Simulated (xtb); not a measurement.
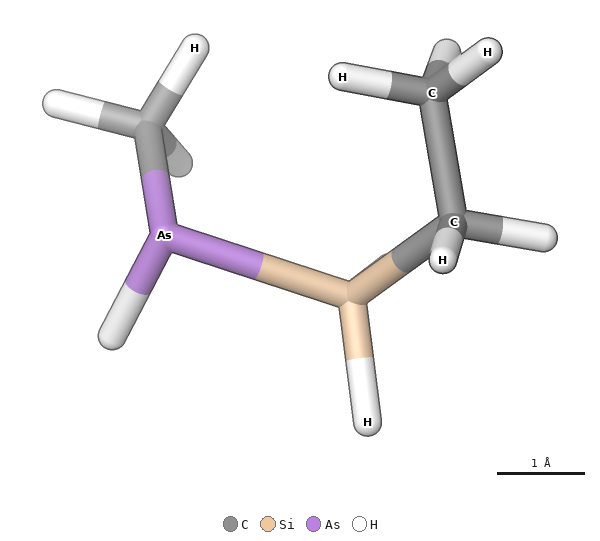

Fig. 1: The structure as given in the input (stick view, seen at a tilt). Bond lengths as drawn: As–C 1.98 Å, As–H 1.50 Å, As–Si 2.34 Å, C–C 1.52 Å, C–H 1.09 Å, C–Si 1.91 Å and H–Si 1.47 to 1.48 Å.

**Geometry relaxation, with input and output: C3H11AsSi (part 1 of 3)**

System: C3H11AsSi.
Method: GFN2-xTB, GBSA solvent methanol (xtb 6.7.1 later snapshot).

The starting geometry was optimised with GFN2-xTB.

**Input (input.xyz)**
```
16
start
C      0.66618800     1.89060400    -0.02400000
C      1.68466300     0.80892800     0.30784800
Si     0.95862300    -0.94121600     0.07362000
As    -1.10318300    -1.01264300     1.16821000
C     -2.25206000    -0.89505800    -0.43698300
H      1.07283400     2.88627200     0.14758000
H      0.36236600     1.82422100    -1.06768600
H     -0.22385500     1.77803300     0.60225900
H      2.56947700     0.93977000    -0.31451200
H      2.00931400     0.93226600     1.34320300
H      1.93435800    -1.91033000     0.59971900
H      0.86432900    -1.20171500    -1.37753000
H     -1.09783800    -2.51667300     1.20234700
H     -1.90539600    -1.54583300    -1.23787300
H     -3.27698600    -1.16894900    -0.18453800
H     -2.26281300     0.13233500    -0.80167300
```

**File input.inp**
```
$gbsa
   gbsagrid=normal
$end
```

Machine: 1 thread of Arm Neoverse V1, 24 GiB of memory available, shared host.

Command:
```bash
xtb input.xyz --gfn2 --gbsa methanol --opt -I input.inp | tee run.log
```

**What the program printed**
```
* xtb version 6.7.1
   ID    Z sym.   atoms
    1    6 C      1, 2, 5
    2   14 Si     3
    3   33 As     4
    4    1 H      6-16

           -------------------------------------------------
          |                Calculation Setup                |
           -------------------------------------------------

          program call               : xtb input.xyz --gfn2 --gbsa methanol --opt -I input.inp
          coordinate file            : input.xyz
          omp threads                :                     1

           -------------------------------------------------
          |                 G F N 2 - x T B                 |
           -------------------------------------------------

      * Hamiltonian:
        H0-scaling (s, p, d)           1.850000    2.230000    2.230000
        zeta-weighting                 0.500000
      * Dispersion:
        s8                             2.700000
        a1                             0.520000
        a2                             5.000000
        s9                             5.000000
      * Repulsion:
        kExp                           1.500000    1.000000
        rExp                           1.000000
      * Coulomb:
        alpha                          2.000000
        third order                    shell-resolved
        anisotropic                    true
        a3                             3.000000
        a5                             4.000000
        cn-shift                       1.200000
        cn-exp                         4.000000
        max-rad                        5.000000

      * Solvation model:               GBSA
        Solvent                        methanol
        Parameter file                 internal GFN2-xTB/GBSA
        Dielectric constant                3.2700E+01
        Reference state                gsolv [1 M gas/solution]
        Free energy shift                  3.3569E-03 Eh       2.1065E+00 kcal/mol
        Temperature                        2.9815E+02 K
        Density                            7.9200E-01 kg/L
        Solvent mass                       3.2040E+01 g/mol
        Interaction kernel             Still
        Born radius scaling (c1)           1.6087E+00
        Born radii integrator          GBOBC
        Born offset                        5.6550E-04 a0       1.0686E-03 AA
        H-bond correction              true
        Ion screening                  false
        Surface tension                    1.0000E-05 Eh       1.5569E+01 dyn/cm
        Grid points                               230 per atom

          ...................................................
          :                      SETUP                      :
          :.................................................:
          :  # basis functions                  43          :
          :  # atomic orbitals                  41          :
          :  # shells                           23          :
          :  # electrons                        32          :
          :  max. iterations                   250          :
          :  Hamiltonian                  GFN2-xTB          :
          :  restarted?                      false          :
          :  GBSA solvation                   true          :
          :  PC potential                    false          :
          :  electronic temp.          300.0000000     K    :
          :  accuracy                    1.0000000          :
          :  -> integral cutoff          0.2500000E+02      :
          :  -> integral neglect         0.1000000E-07      :
          :  -> SCF convergence          0.1000000E-05 Eh   :
          :  -> wf. convergence          0.1000000E-03 e    :
          :  Broyden damping             0.4000000          :
          :  net charge                          0          :
          :  unpaired electrons                  0          :
          ...................................................

 iter      E             dE          RMSdq      gap      omega  full diag
   1    -16.1697279 -0.161697E+02  0.590E+00    4.96       0.0  T
   2    -16.2847590 -0.115031E+00  0.430E+00    4.09       1.0  T
   3    -16.3147493 -0.299903E-01  0.218E+00    4.57       1.0  T
   4    -16.3145335  0.215738E-03  0.701E-01    4.62       1.0  T
   5    -16.3156504 -0.111692E-02  0.554E-01    4.64       1.0  T
   6    -16.3157749 -0.124447E-03  0.263E-01    4.62       1.0  T
   7    -16.3158036 -0.287566E-04  0.113E-01    4.61       1.0  T
   8    -16.3158119 -0.823848E-05  0.566E-02    4.61       1.0  T
   9    -16.3158142 -0.236167E-05  0.218E-02    4.61       1.1  T
  10    -16.3158146 -0.361522E-06  0.985E-03    4.61       2.5  T
  11    -16.3158146 -0.299518E-07  0.502E-03    4.61       5.0  T
  12    -16.3158146 -0.198722E-07  0.264E-03    4.61       9.5  T
  13    -16.3158147 -0.237317E-08  0.987E-04    4.61      25.3  T
  14    -16.3158147 -0.858375E-09  0.425E-04    4.61      58.8  T

   *** convergence criteria satisfied after 14 iterations ***

         #    Occupation            Energy/Eh            Energy/eV
      -------------------------------------------------------------
         1        2.0000           -0.7212739             -19.6269
       ...           ...                  ...                  ...
        10        2.0000           -0.4555135             -12.3952
        11        2.0000           -0.4382751             -11.9261
        12        2.0000           -0.4307521             -11.7214
        13        2.0000           -0.4238224             -11.5328
        14        2.0000           -0.4100693             -11.1586
        15        2.0000           -0.3914504             -10.6519
        16        2.0000           -0.3607708              -9.8171 (HOMO)
        17                         -0.1915152              -5.2114 (LUMO)
        18                         -0.1810190              -4.9258
        19                         -0.1631125              -4.4385
        20                         -0.1270026              -3.4559
        21                         -0.1029711              -2.8020
       ...                                ...                  ...
        41                          1.2684419              34.5161
      -------------------------------------------------------------
                  HL-Gap            0.1692556 Eh            4.6057 eV
             Fermi-level           -0.2761430 Eh           -7.5142 eV

 SCC (total)                   0 d,  0 h,  0 min,  0.010 sec
 SCC setup                      ...        0 min,  0.000 sec (  3.587%)
 Dispersion                     ...        0 min,  0.000 sec (  0.658%)
 classical contributions        ...        0 min,  0.000 sec (  0.140%)
 integral evaluation            ...        0 min,  0.001 sec ( 11.623%)
 iterations                     ...        0 min,  0.006 sec ( 58.187%)
 molecular gradient             ...        0 min,  0.002 sec ( 24.842%)
 printout                       ...        0 min,  0.000 sec (  0.829%)

         :::::::::::::::::::::::::::::::::::::::::::::::::::::
         ::                     SUMMARY                     ::
         :::::::::::::::::::::::::::::::::::::::::::::::::::::
         :: total energy             -16.123828248943 Eh    ::
         :: w/o Gsasa/hb/shift       -16.116730451688 Eh    ::
         :: gradient norm              0.002849265972 Eh/a0 ::
         :: HOMO-LUMO gap              4.605679916805 eV    ::
         ::.................................................::
         :: SCC energy               -16.315773872842 Eh    ::
         :: -> isotropic ES            0.016872297198 Eh    ::
         :: -> anisotropic ES          0.003419449792 Eh    ::
         :: -> anisotropic XC          0.007411796071 Eh    ::
         :: -> dispersion             -0.011174568298 Eh    ::
         :: -> Gsolv                  -0.007267610533 Eh    ::
         ::    -> Gelec               -0.000169813278 Eh    ::
         ::    -> Gsasa               -0.009538046694 Eh    ::
         ::    -> Ghb                 -0.000916680084 Eh    ::
         ::    -> Gshift               0.003356929523 Eh    ::
         :: repulsion energy           0.191945623899 Eh    ::
         :: add. restraining           0.000000000000 Eh    ::
         :: total charge               0.000000000000 e     ::
         :::::::::::::::::::::::::::::::::::::::::::::::::::::

      -----------------------------------------------------------
     |                   =====================                   |
     |                        A N C O P T                        |
     |                   =====================                   |
     |               Approximate Normal Coordinate               |
     |                Rational Function Optimizer                |
      -----------------------------------------------------------

          ...................................................
          :                      SETUP                      :
          :.................................................:
          :   optimization level            normal          :
          :   max. optcycles                   200          :
          :   ANC micro-cycles                  20          :
          :   degrees of freedom                42          :
          :.................................................:
          :   RF solver                   davidson          :
          :   write xtbopt.log                true          :
          :   linear?                        false          :
          :   energy convergence         0.5000000E-05 Eh   :
          :   grad. convergence          0.1000000E-02 Eh/α :
          :   maximum RF displ.          1.0000000          :
          :   Hlow (freq-cutoff)         0.1000000E-01      :
          :   Hmax (freq-cutoff)         5.0000000          :
          :   S6 in model hess.         20.0000000          :
          ...................................................

generating ANC from exact Hessian ...
Using Lindh-Hessian (1995)
 Shifting diagonal of input Hessian by    9.7880002157385831E-003
 Lowest  eigenvalues of input Hessian
    0.000000    0.000000    0.000000    0.000000    0.000000    0.000000
    0.010000    0.010499    0.011001    0.011292    0.011597    0.012570
    0.013448    0.016051    0.016890    0.017921    0.021614    0.025068
 Highest eigenvalues
    1.030729    1.063381    1.076295    1.122170    1.144831    1.205968

........................................................................
.............................. CYCLE    1 ..............................
........................................................................

 iter      E             dE          RMSdq      gap      omega  full diag
   1    -16.3158147 -0.163158E+02  0.231E-04    4.61       0.0  T
   2    -16.3158147 -0.251283E-10  0.766E-05    4.61     326.6  T
   3    -16.3158147 -0.136779E-11  0.124E-04    4.61     201.5  T
     SCC iter.                  ...        0 min,  0.002 sec
     gradient                   ...        0 min,  0.002 sec
 * total energy  :   -16.1238282 Eh     change       -0.2972307E-09 Eh
   gradient norm :     0.0028481 Eh/α   predicted     0.0000000E+00 (-100.00%)
   displ. norm   :     0.0363535 α      lambda       -0.3842455E-04
   maximum displ.:     0.0212768 α      in ANC's #2, #7, #5, ...

........................................................................
.............................. CYCLE    2 ..............................
........................................................................

 iter      E             dE          RMSdq      gap      omega  full diag
   1    -16.3153529 -0.163154E+02  0.538E-02    4.60       0.0  T
   2    -16.3153532 -0.274950E-06  0.333E-02    4.60       1.0  T
   3    -16.3153530  0.227637E-06  0.149E-02    4.60       1.7  T
   4    -16.3153533 -0.323862E-06  0.789E-03    4.60       3.2  T
   5    -16.3153533  0.294026E-08  0.518E-03    4.60       4.8  T
   6    -16.3153533 -0.299122E-07  0.190E-03    4.60      13.1  T
   7    -16.3153533 -0.229372E-08  0.578E-04    4.60      43.2  T
   8    -16.3153533 -0.112124E-09  0.541E-04    4.60      46.2  T
     SCC iter.                  ...        0 min,  0.003 sec
     gradient                   ...        0 min,  0.002 sec
 * total energy  :   -16.1238499 Eh     change       -0.2169665E-04 Eh
   gradient norm :     0.0011924 Eh/α   predicted    -0.1923782E-04 ( -11.33%)
   displ. norm   :     0.0572592 α      lambda       -0.1894570E-04
   maximum displ.:     0.0452913 α      in ANC's #2, #6, #7, ...

........................................................................
.............................. CYCLE    3 ..............................
........................................................................

 iter      E             dE          RMSdq      gap      omega  full diag
   1    -16.3145820 -0.163146E+02  0.766E-02    4.58       0.0  T
   2    -16.3145828 -0.859263E-06  0.568E-02    4.59       1.0  T
   3    -16.3145816  0.118720E-05  0.226E-02    4.58       1.1  T
   4    -16.3145833 -0.163607E-05  0.122E-02    4.59       2.0  T
   5    -16.3145833 -0.416573E-07  0.420E-03    4.58       6.0  T
   6    -16.3145833 -0.768839E-08  0.313E-03    4.59       8.0  T
   7    -16.3145833 -0.601775E-08  0.234E-03    4.59      10.7  T
   8    -16.3145833 -0.520846E-08  0.833E-04    4.58      30.0  T
   9    -16.3145833 -0.514198E-09  0.212E-04    4.58     117.8  T
     SCC iter.                  ...        0 min,  0.003 sec
     gradient                   ...        0 min,  0.002 sec
 * total energy  :   -16.1238480 Eh     change        0.1964562E-05 Eh
   gradient norm :     0.0019592 Eh/α   predicted    -0.9487147E-05 (-582.91%)
   displ. norm   :     0.0275644 α      lambda       -0.1837958E-04
   maximum displ.:     0.0133003 α      in ANC's #5, #13, #2, ...

........................................................................
.............................. CYCLE    4 ..............................
........................................................................

 iter      E             dE          RMSdq      gap      omega  full diag
   1    -16.3149189 -0.163149E+02  0.529E-02    4.59       0.0  T
   2    -16.3149194 -0.463017E-06  0.375E-02    4.58       1.0  T
   3    -16.3149191  0.275934E-06  0.178E-02    4.59       1.4  T
   4    -16.3149196 -0.515865E-06  0.729E-03    4.59       3.4  T
   5    -16.3149196 -0.373874E-07  0.423E-03    4.59       5.9  T
   6    -16.3149196  0.113097E-08  0.276E-03    4.59       9.1  T
   7    -16.3149196 -0.516006E-08  0.177E-03    4.59      14.1  T
   8    -16.3149196 -0.320218E-08  0.645E-04    4.59      38.7  T
   9    -16.3149196 -0.256410E-09  0.145E-04    4.59     172.3  T
     SCC iter.                  ...        0 min,  0.003 sec
     gradient                   ...        0 min,  0.002 sec
 * total energy  :   -16.1238610 Eh     change       -0.1300856E-04 Eh
   gradient norm :     0.0008807 Eh/α   predicted    -0.9191844E-05 ( -29.34%)
   displ. norm   :     0.0208666 α      lambda       -0.5862442E-05
   maximum displ.:     0.0094489 α      in ANC's #1, #11, #3, ...

........................................................................
.............................. CYCLE    5 ..............................
........................................................................

 iter      E             dE          RMSdq      gap      omega  full diag
   1    -16.3151643 -0.163152E+02  0.439E-02    4.59       0.0  T
   2    -16.3151645 -0.122490E-06  0.269E-02    4.60       1.0  T
   3    -16.3151644  0.654874E-07  0.103E-02    4.59       2.4  T
   4    -16.3151645 -0.126307E-06  0.602E-03    4.60       4.2  T
   5    -16.3151645 -0.107789E-08  0.116E-03    4.59      21.6  T
   6    -16.3151645 -0.611347E-08  0.105E-03    4.60      23.9  T
   7    -16.3151645 -0.887479E-09  0.528E-04    4.60      47.3  T
   8    -16.3151645 -0.174037E-09  0.193E-04    4.60     129.3  T
     SCC iter.                  ...        0 min,  0.003 sec
     gradient                   ...        0 min,  0.002 sec
 * total energy  :   -16.1238622 Eh     change       -0.1212526E-05 Eh
   gradient norm :     0.0007312 Eh/α   predicted    -0.2931009E-05 ( 141.73%)
   displ. norm   :     0.0196852 α      lambda       -0.4319346E-05
   maximum displ.:     0.0151658 α      in ANC's #2, #1, #8, ...

   *** GEOMETRY OPTIMIZATION CONVERGED AFTER 5 ITERATIONS ***

------------------------------------------------------------------------
 total energy gain   :        -0.0000340 Eh       -0.0213 kcal/mol
 total RMSD          :         0.0255257 a0        0.0135 Å
 total power (kW/mol):        -0.0178290 (step)   -2.3450 (real)
------------------------------------------------------------------------
```
